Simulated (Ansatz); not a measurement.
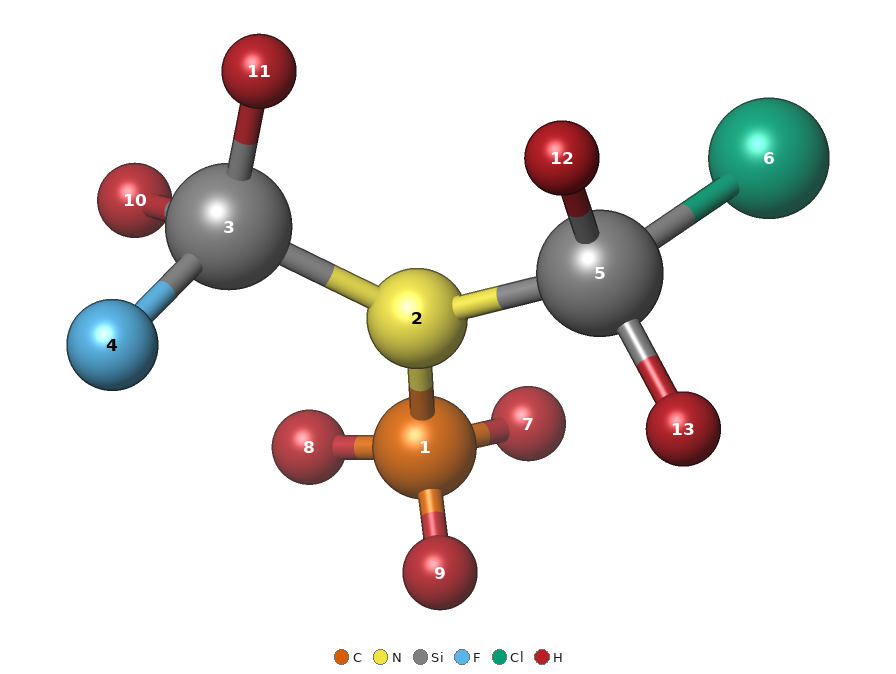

The computed structure is the end point of a PBE0-D4/def2-TZVP optimisation. No frequency run is at hand to confirm it as a minimum.

**How are the neighbours of atom 5 arranged?**

Si5 has 4 neighbours (N2 at 1.72, Cl6 at 2.06, H12 at 1.48, H13 at 1.48 Å); the arrangement is tetrahedral.

**Describe the coordination of atom 3.**

Si3 has 4 neighbours (N2 at 1.71, F4 at 1.60, H10 at 1.48, H11 at 1.48 Å); the arrangement is tetrahedral.

**What is the geometry at N2?**

N2 has 3 neighbours (C1 at 1.47, Si3 at 1.71, Si5 at 1.72 Å); the arrangement is trigonal planar.

**Describe the coordination of atom 1.**

C1 has 4 neighbours (N2 at 1.47, H7 at 1.09, H8 at 1.09, H9 at 1.09 Å); the arrangement is tetrahedral.

**What is the dihedral angle Si5–N2–Si3–F4?**

100° in size, that is anticlinal.
